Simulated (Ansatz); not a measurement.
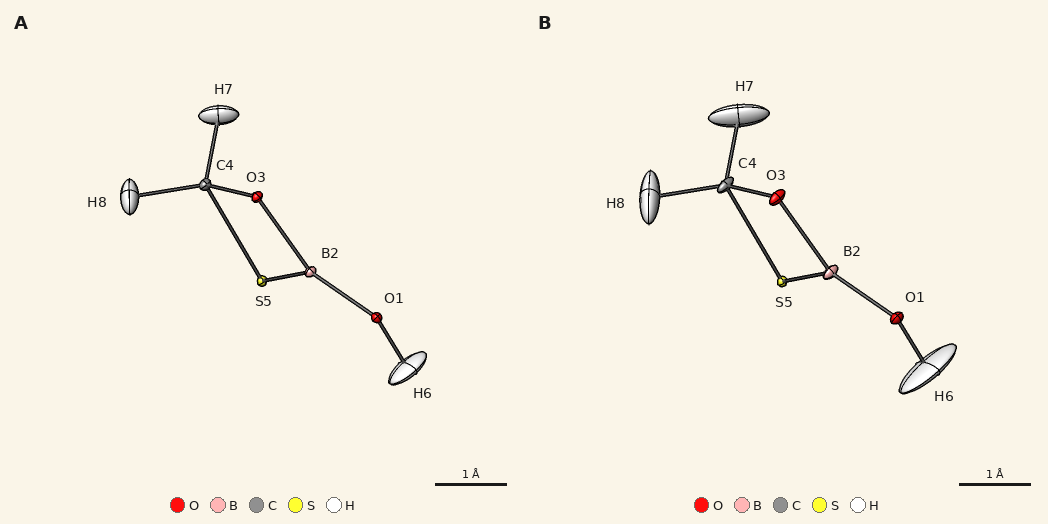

Displacement ellipsoids at the 50 % level, from the internal vibrations of the free molecule (harmonic, no overall translation or rotation; no half-axis is drawn under 0.075 Å). Vibrations computed with RKS PBE0-D4/def2-TZVP (Ansatz 0.2.0). One panel is for 298 K, the other for 900 K.

> Which panel is for 900 K?

B.

> How much does the mean-square displacement of H6 grow, and why?

U_eq goes from 0.0261 to 0.0565 Å², a factor of 2.2. Modes below kT (626 cm⁻¹ at 900 K) grow about in proportion to T, and the lowest lies at 213 cm⁻¹; the mean-square amplitude of a mode is its zero-point value times coth(ħω/2kT), which comes close to 1 only above about 3kT.
